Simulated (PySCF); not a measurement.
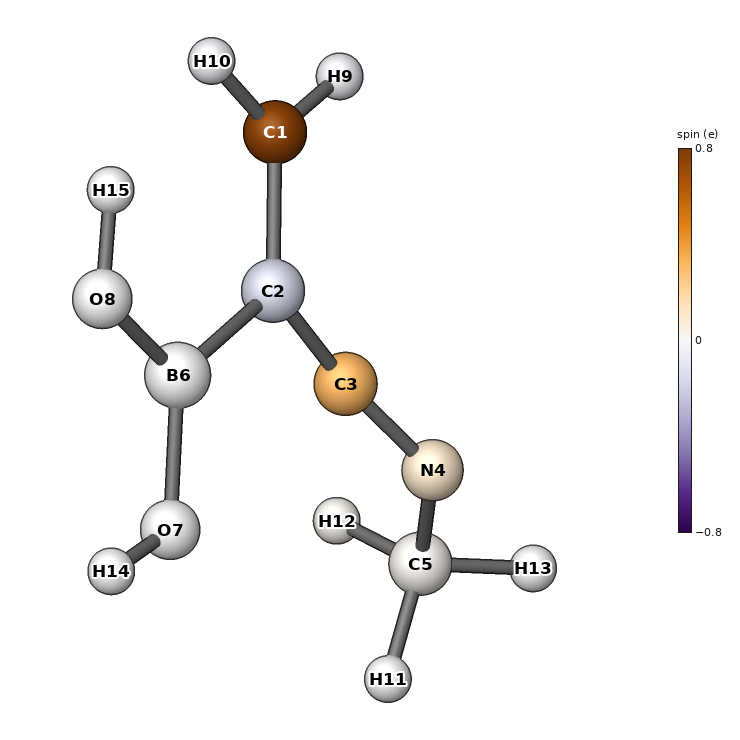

Atoms are coloured by their Mulliken spin populations. State: neutral, doublet. The computed structure is the end point of a GFN2-xTB optimisation. No frequency run is at hand to confirm it as a minimum. Properties computed with UKS B3LYP, pcH-1 on B C H N O, non-relativistic (PySCF 2.14.0).

Question: Which atom carries the largest spin population?

Answer: C1 (0.76 e).

Question: Which atom has the lowest spin population?

Answer: C2 (−0.14 e); a negative value comes from spin polarisation.

Give the Mulliken spin populations atom by atom.

```csv
atom,value (e)
C1,0.76
C2,−0.14
C3,0.31
N4,0.10
C5,0.02
B6,0.01
O7,0.00
O8,0.00
H9,−0.03
H10,−0.03
H11,0.00
H12,0.02
H13,0.00
H14,0.00
H15,0.00
```

Mulliken values depend strongly on the basis set. The geometry is semi-empirical. Around B such bond lengths and angles can be off by a tenth of an ångström or more and by several degrees, and values that hang on the shape move with them.
